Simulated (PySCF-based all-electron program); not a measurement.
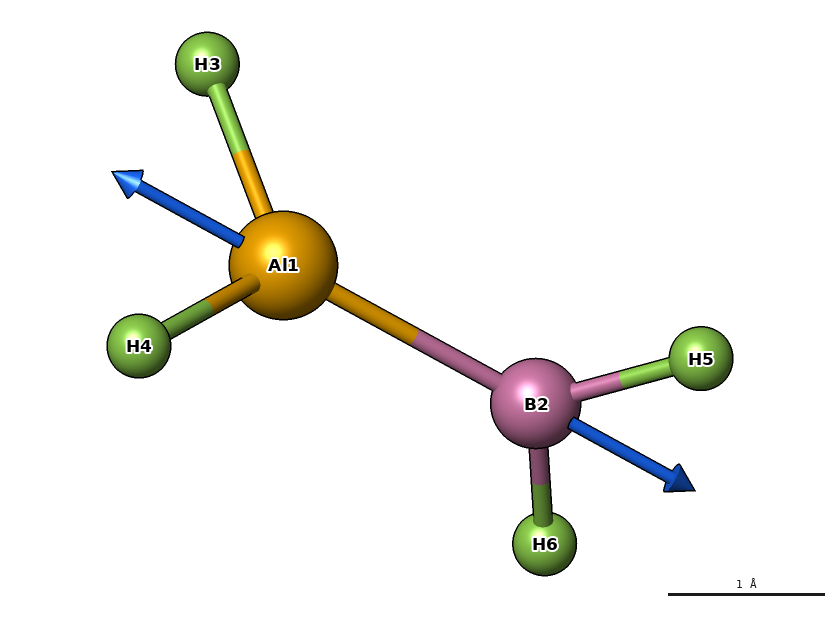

Arrows show the forces on the atoms, 0.3 Å of arrow for 1 eV/Å; forces under a tenth of the largest aren't drawn. Level of theory: r2SCAN, all-electron, scalar-relativistic (spin-free Dirac), large uncontracted Gaussian sets (PySCF-based all-electron program).

> Which bond do the forces act along most?

Al1–B2, now 1.903 Å: the forces push its atoms apart, so a first step downhill lengthens it.

List the force components in the frame of the picture (x right, y up, z towards the viewer), in eV/Å.

```csv
atom,Fx,Fy,Fz
Al1,−2.80,1.53,0.77
B2,2.69,−1.47,−0.74
H3,0.03,−0.10,0.07
H4,0.07,0.05,−0.10
H5,−0.10,−0.13,−0.14
H6,0.12,0.13,0.14
```
